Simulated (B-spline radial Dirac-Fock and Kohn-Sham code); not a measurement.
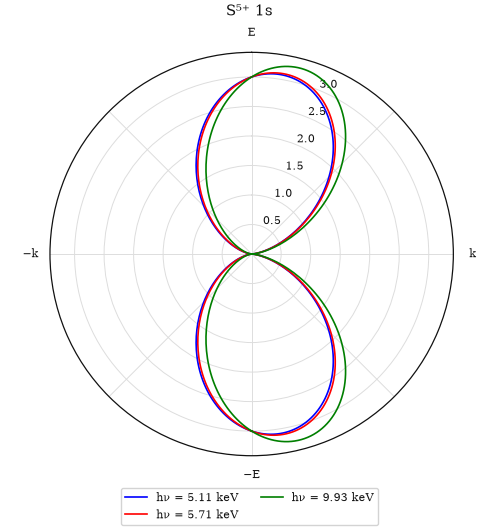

Angular distribution of photoelectrons from K (1s) in the plane of the polarisation E (up) and the photon direction k (right), relative to an isotropic one. Species: S⁵⁺. Computed with a radial B-spline solver: a Dirac–Hartree–Slater potential; 1 + βP₂(cos θ) + (δ + γ cos²θ) sin θ cos φ with E1 and E1–E2 terms.

Is the pattern at 9.93 keV symmetric between forward and backward?

No: 45° forward of E it is 2.6 times the value 45° backward, from the non-dipole terms.

What are β, γ and δ at 9.93 keV?

β = 2.000, γ = 1.885, δ = 0.000.
